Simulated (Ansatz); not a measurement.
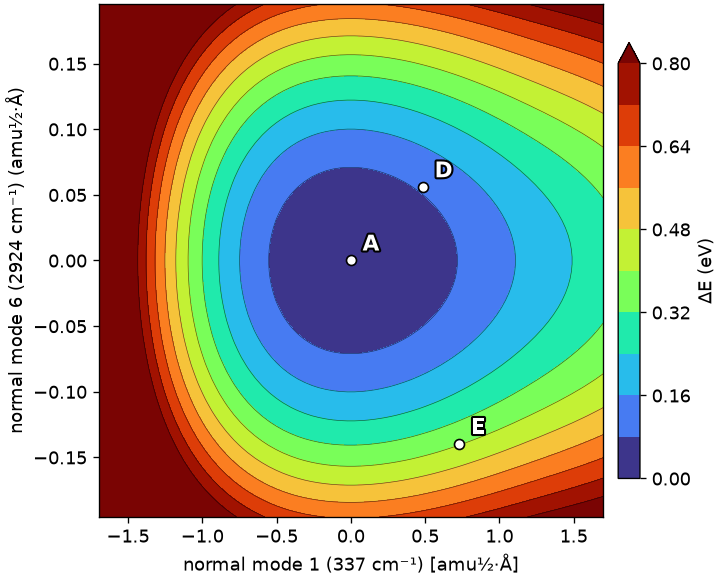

CH2Na, SMILES [CH2-][Na], charge −1. First axis: normal mode 1 (337 cm⁻¹). Second axis: normal mode 6 (2924 cm⁻¹). Nothing is relaxed (straight displacements along the two mass-weighted modes). The grid has 15 × 15 points; 120 points were computed and 105 follow by symmetry. Points are written as (first, second). Energies are in eV, from the lowest grid point. These are results of RKS PBE0-D4/def2-TZVPD in Ansatz 0.2.0, not measurements.

Drawn: filled contours, one colour for all values above the top of the scale, lettered points. Between grid points the surface is interpolated.

Q: What kind of point is each of A, D, E: minimum, saddle, maximum or slope?

A: A: minimum; D: on a slope; E: on a slope. (In these two coordinates alone; a stationary point may lie a little off the grid point.)

Q: Rank the lettered points by energy, lowest first.

A: A (0.00 eV), D (0.09 eV), E (0.39 eV).
